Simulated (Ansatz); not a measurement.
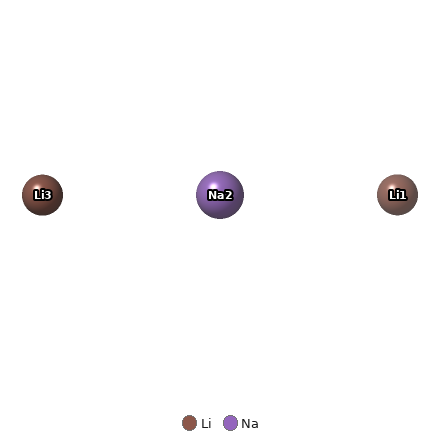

The system is Li + NaLi, spin multiplicity 2; the picture shows the reference structure. First axis: distance Li1–Na2. Second axis: distance Na2–Li3. Nothing is relaxed (the angle Li1–Na2–Li3 is fixed at 180 degrees). Grid: 9 × 9 points; 45 points were computed and 36 follow by symmetry. Energies: eV, counted from the lowest grid point. In part of the range the unrestricted reference is strongly spin-contaminated. Method: UHF-CCSD(T), frozen core/def2-TZVPD (Ansatz 0.2.0).

Its coordinates:

```xyz
3

Li   -3.1640    0.0000    0.0000
Na    0.0000    0.0000    0.0000
Li    3.1640    0.0000    0.0000
```

Range: distance Li1–Na2 from 2.352 to 4.352 Å; distance Na2–Li3 from 2.352 to 4.352 Å.

**What landscape does the calculation give?**

The lowest grid point is at distance Li1–Na2 = 3.164 Å, distance Na2–Li3 = 3.164 Å. No other kind of well shows on this grid. The highest grid point, distance Li1–Na2 = 2.352 Å, distance Na2–Li3 = 2.352 Å, lies 0.785 eV above the lowest. Round the minimum the valley is somewhat tilted: raising distance Li1–Na2 shifts the best value of distance Na2–Li3 downwards (coupling k₁₂/√(k₁₁k₂₂) about 0.3).

| distance Na2–Li3 ↓, distance Li1–Na2 → | 2.352 | 2.486 | 2.682 | 2.911 | 3.164 | 3.438 | 3.728 | 4.033 | 4.352 |
| --- | --- | --- | --- | --- | --- | --- | --- | --- | --- |
| 4.352 | 0.396 | 0.262 | 0.149 | 0.106 | 0.134 | 0.212 | 0.318 | 0.427 | 0.520 |
| 4.033 | 0.376 | 0.241 | 0.125 | 0.079 | 0.101 | 0.171 | 0.264 | 0.356 | 0.427 |
| 3.728 | 0.358 | 0.221 | 0.101 | 0.049 | 0.062 | 0.119 | 0.194 | 0.264 | 0.318 |
| 3.438 | 0.347 | 0.208 | 0.083 | 0.023 | 0.024 | 0.064 | 0.119 | 0.171 | 0.212 |
| 3.164 | 0.354 | 0.212 | 0.082 | 0.012 | 0.000 | 0.024 | 0.062 | 0.101 | 0.134 |
| 2.911 | 0.396 | 0.251 | 0.115 | 0.037 | 0.012 | 0.023 | 0.049 | 0.079 | 0.106 |
| 2.682 | 0.488 | 0.341 | 0.200 | 0.115 | 0.082 | 0.083 | 0.101 | 0.125 | 0.149 |
| 2.486 | 0.635 | 0.486 | 0.341 | 0.251 | 0.212 | 0.208 | 0.221 | 0.241 | 0.262 |
| 2.352 | 0.785 | 0.635 | 0.488 | 0.396 | 0.354 | 0.347 | 0.358 | 0.376 | 0.396 |

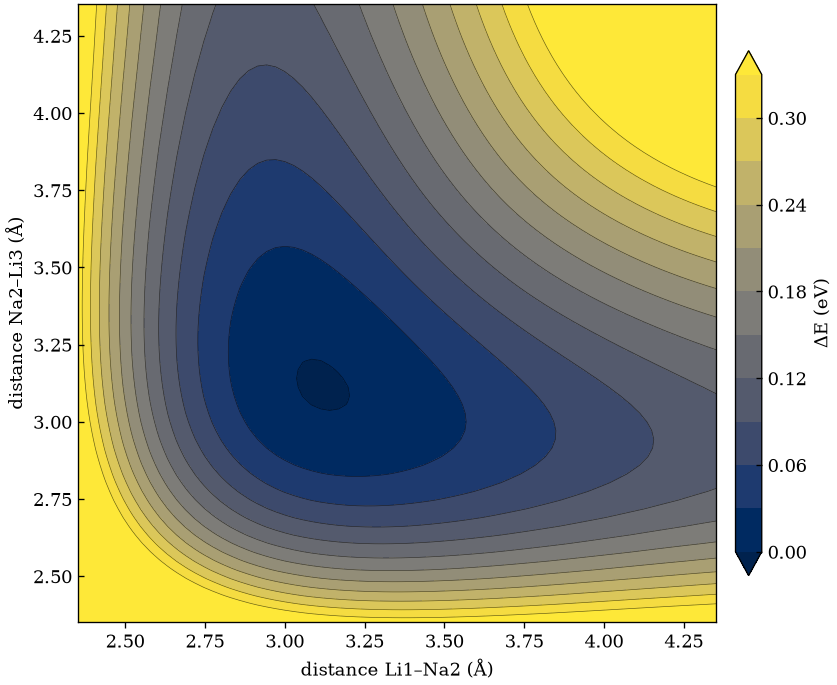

Drawn: filled contours, one colour for all values above the top of the scale. Between grid points the surface is interpolated.

Time for the 45 points that were run: 28 min on 1 thread of Arm Neoverse V2 (shared host).
